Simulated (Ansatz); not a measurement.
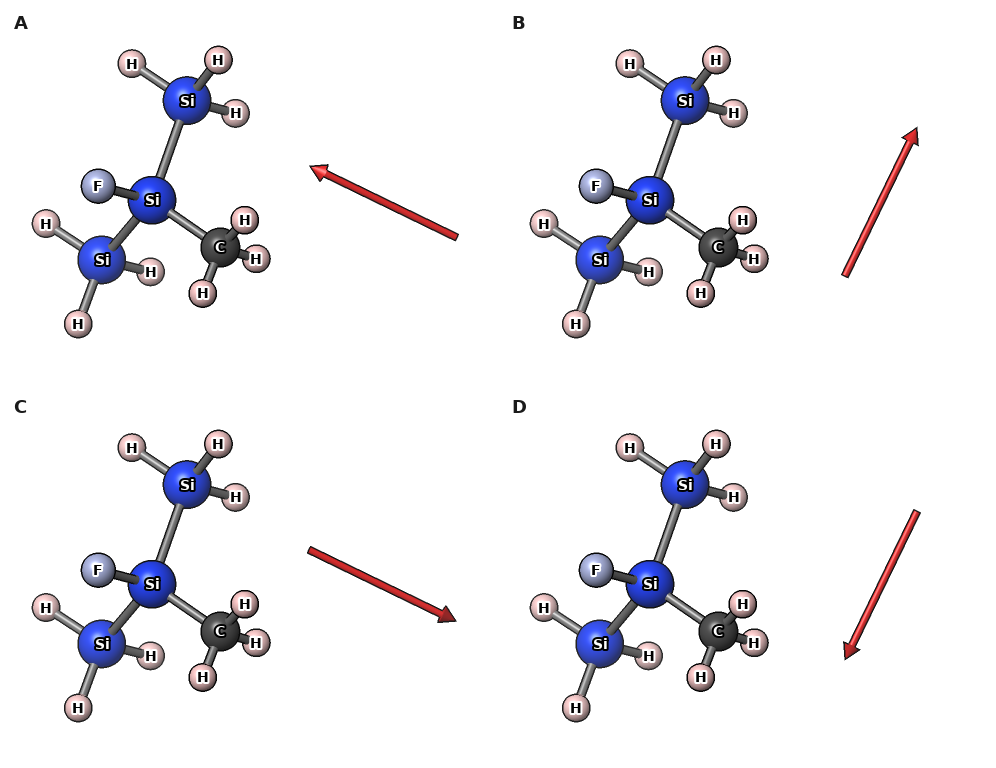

The same molecule four times, each with an arrow. Computed geometry: PBE-D4/def2-SVP optimisation. No frequency run is at hand to confirm it as a minimum. Method: RKS PBE-D4/def2-SVP (Ansatz 0.2.0).

**Which arrow points along the dipole moment, from the negative to the positive end?**

C. The dipole moment is 1.54 D.
